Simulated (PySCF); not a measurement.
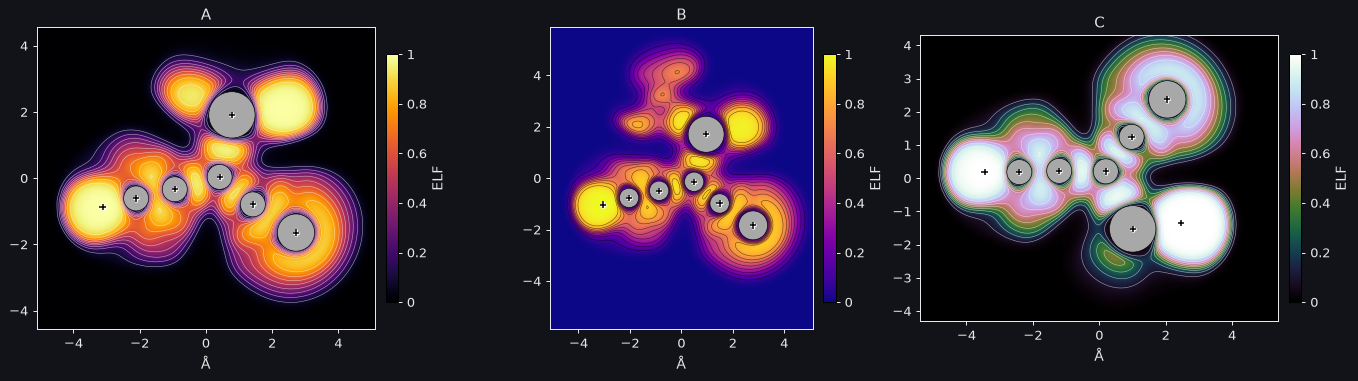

The ELF of 3 systems, each on a plane through atoms (crosses mark nuclei in the plane; grey discs cover the cores).

Method: CAM-B3LYP/def2-SVPD, SCF density, gas phase (PySCF).

System 1: C4H3ClSSi (SMILES C#CC(=C=S)[SiH2]Cl), the plane of atoms C4, C3 and Si6. Geometry: GFN2-xTB.

```xyz
10

C     2.3779    0.1090    0.8729
C     1.2845    0.3165    0.4213
C    -0.0078    0.5127   -0.0961
C    -0.4366    1.6163   -0.6368
S    -1.1030    2.8553   -1.3014
Si   -1.1900   -0.9866   -0.0314
Cl   -0.8181   -2.1668   -1.6168
H     3.3389   -0.0486    1.2606
H    -2.5627   -0.5017   -0.0946
H    -0.8742   -1.7014    1.1997
```

System 2: C5H4OSSi (SMILES C#CC(=C=S)[SiH2]C=O), the plane of atoms C2, C3 and C4. Geometry: GFN2-xTB.

```xyz
12

C     2.2587    0.5756   -1.1039
C     1.2336    0.7807   -0.5117
C     0.0306    0.9947    0.1842
C    -0.4405    2.1591    0.5284
S    -1.1599    3.4525    1.0059
Si   -0.9690   -0.5227    0.7645
C    -0.4703   -1.9300   -0.4513
O    -1.0413   -2.9887   -0.4619
H     3.1560    0.4151   -1.6219
H    -2.4035   -0.2651    0.6739
H    -0.5674   -0.9167    2.1175
H     0.3743   -1.7551   -1.1499
```

System 3: C4H4SSi (SMILES C#CC([SiH3])=C=S), the plane of atoms Si4, C3 and C5. Geometry: GFN2-xTB.

```xyz
10

C     2.4292   -0.6493    0.1849
C     1.3690   -0.1038    0.0367
C     0.1057    0.4838   -0.1262
Si   -1.3880   -0.6744    0.1588
C    -0.1300    1.7198   -0.4455
S    -0.5929    3.1603   -0.8197
H     3.3698   -1.0957    0.3071
H    -2.6077    0.0996   -0.0535
H    -1.2860   -1.1624    1.5344
H    -1.2602   -1.7731   -0.7995
```

> Match each panel to its system.

Panel A is system 1, C4H3ClSSi: the plane holds C, S, Si and H. C–C (1.20 Å): the ELF peaks at about 0.80 between the atoms (a short, multiple covalent bond). Panel B is system 2, C5H4OSSi: the plane holds C, S, Si and H. C–C (1.20 Å): the ELF peaks at about 0.85 between the atoms: a multiple bond. Panel C is system 3, C4H4SSi: the plane holds C, Si, S and H. C–C (1.20 Å): the ELF peaks at about 0.85 between the atoms; a multiple bond.
